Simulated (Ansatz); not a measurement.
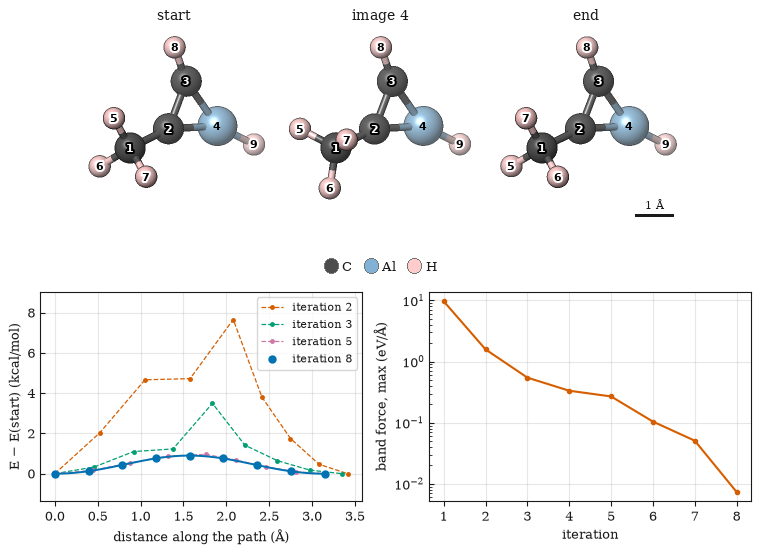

NEB run on C$_{3}$H$_{5}$Al. Images are numbered from 0 (start) to 8 (end). The plot follows the band through its iterations. Style: ball-and-stick. Shown from a free direction.

These are results of RKS PBE0-D4/def2-SVP (Ansatz 0.2.0), not measurements. Run with 7 movable images; climbing image; force threshold 0.05 eV/Å; iteration limit 60; starting path through a guess of the saddle point.

Question: Did the band converge, and can the barrier be trusted?

Answer: The result is final at these settings. The band converged in 8 iterations. The largest component of the band force went from 9.7 to 0.0074 eV/Å. The climbing image converged on the top of the path. Its vibrational analysis gives one imaginary mode (135i cm⁻¹), as a transition state must have. The first iteration put the highest image at 45.02 kcal/mol. The barrier is about 0.90 kcal/mol in both directions, with image 4 at the top; the ends have the same energy.

The run took 3.9 min on 1 thread of Intel(R) Xeon(R) Platinum 8259CL CPU @ 2.50GHz (Skylake/Cascade Lake), on a shared host, peak memory 0.17 GiB.
